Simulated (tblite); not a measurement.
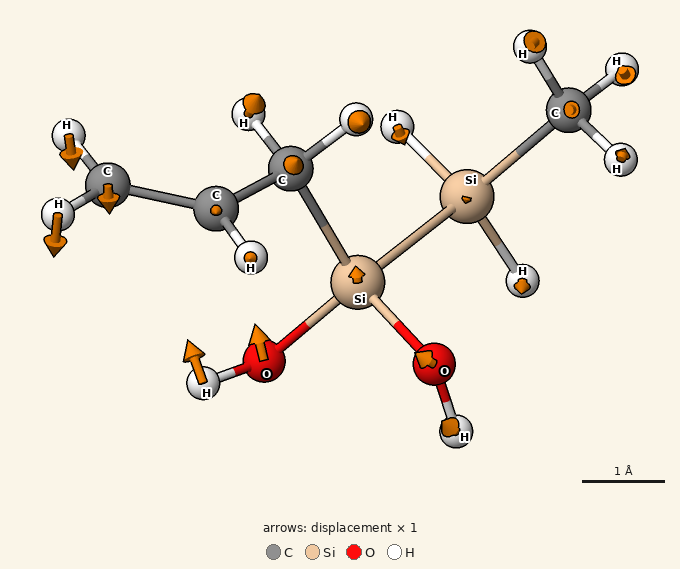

A relaxation of C4H12O2Si2. The starting structure is drawn; orange arrows show the displacements, at their true length. The two geometries are superimposed by the best rigid fit.

A ball-and-stick model, seen at a tilt.

The calculation used tblite 0.8.0, GFN2-xTB geometry optimisation, gas phase. 

Question: What did the optimiser do to the structure, and how much energy did it gain?

Answer: Over 113 geometry steps the energy falls by 7.17 kcal/mol. An H atom moves most after the best rigid fit: 0.63 Å. Largest moves by element: H 0.63 Å, O 0.48 Å, C 0.40 Å, Si 0.22 Å. Near-neighbour distances that change, for instance: Si–Si 2.358 → 2.297 Å, C–Si 1.848 → 1.902 Å, O–Si 1.672 → 1.636 Å, C–C 1.357 → 1.323 Å. Among the angles between lasting bonds that change: C–Si–Si 106.5° → 118.4°, C–Si–O 113.1° → 101.4°, O–Si–Si 109.8° → 102.3°. Groups turn about C–C by about 20°. Cost: 1.8 s on 1 thread of Arm Neoverse N1, on a shared host.
